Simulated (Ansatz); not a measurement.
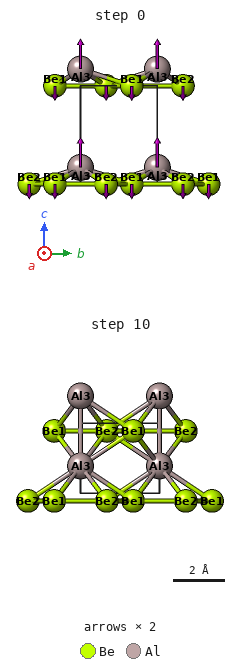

The structure of solid Be2Al (a generated structure, set up in P6mm) (coarse preliminary run) before (top) and after (bottom) a relaxation, at one scale. The purple arrows give the displacements (the part carried along by the change of the cell is left out), magnified 2 times.

A ball-and-stick model of the cell of the calculation, seen along the a axis.

Theory: Ansatz 0.2.0, DFT PBE+D3(BJ), scalar-relativistic, plane waves, PAW.

Input
```yaml
crystal:
  lattice:
    - [3.52423726, 0.0, 0.0]
    - [-1.76211863, 3.05207899, 0.0]
    - [0.0, 0.0, 3.90704806]
  atoms:
    - { symbol: Be, position: [0.33333333, 0.66666667, 0.0] }
    - { symbol: Be, position: [0.66666667, 0.33333333, 0.0] }
    - { symbol: Al, position: [0.0, 0.0, 0.17072942] }
basis:
  ecutwfc: 420
kpoints:
  mp_grid: { grid: [6, 6, 4] }
hamiltonian:
  xc: pbe
  dispersion: d3bj
scf:
  occupations: { method: gaussian, width: 0.1 }
  lower_state_search: "off"
output:
  forces: true
  stress: true
  eigenvalues: true
relax:
  adjacent_minimum: "off"
  f_tol: 0.04
  max_steps: 70
  cell: { stress_tol: 0.4 }
```

Launched with:
```bash
ansatz run input.yaml --threads 1 --pin off --max-ram 2048MiB --backend cpu --events-out ev --progress --plain --runs-dir out
```

**Summarise the run.**

The atom that moves furthest relative to the cell is Al3 (0.61 Å along +c). By element the largest moves are Al 0.61 Å, Be 0.31 Å. The drawn cell changes as follows: a = b 3.524 → 3.620 Å (+2.7 %), c 3.907 → 2.779 Å (−28.9 %); the volume changes by −24.9 %. Some distances before and after: Be1–Al3 3.826 → 2.510 Å, Al3–Al3 3.907 → 2.779 Å, Be1–Al3 (another image) 2.141 → 2.510 Å, Be1–Be2 2.035 → 2.090 Å. Bond angles that change, for instance: Be1–Al3–Be2 143.7° → 112.8°, Al3–Be1–Al3 110.8° → 92.3°, Be1–Al3–Be1 110.8° → 92.3°. The space group (tolerance 0.01 Å) goes from P6mm (No. 183) to P6/mmm (No. 191). Over 9 accepted moves (10 points after the start) the energy falls by 707 meV per atom. Largest force component: 1.9 eV/Å at the start, 0.00025 eV/Å at the end. The pressure goes from 17.37 to −0.01 GPa. The SCF was repeated once at an unchanged geometry on a basis and grid sized afresh for the cell, which shifted the energy by 0.1 meV per atom at most. Cost: 23 s on 1 thread of Intel(R) Xeon(R) Platinum 8488C (Sapphire Rapids) (shared host), peak memory 0.35 GiB.

Limits of the set-up: the k-point mesh is coarse for a cell with partly filled bands.
